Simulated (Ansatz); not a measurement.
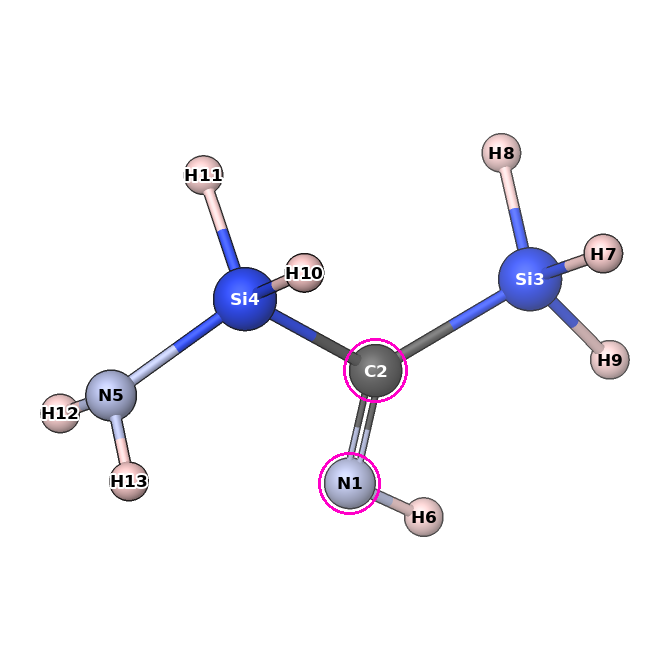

Distant atoms are faded towards the background colour. Circles mark the stereogenic atoms. The geometry was computed by an optimisation with PBE-D4/def2-SVP. No frequency run is at hand to confirm it as a minimum.

Question: Assign CIP descriptors.

Answer: N1=C2: E.

Question: Give a SMILES with the stereochemistry.

Answer: [H]/N=C(\[SiH3])[SiH2]N
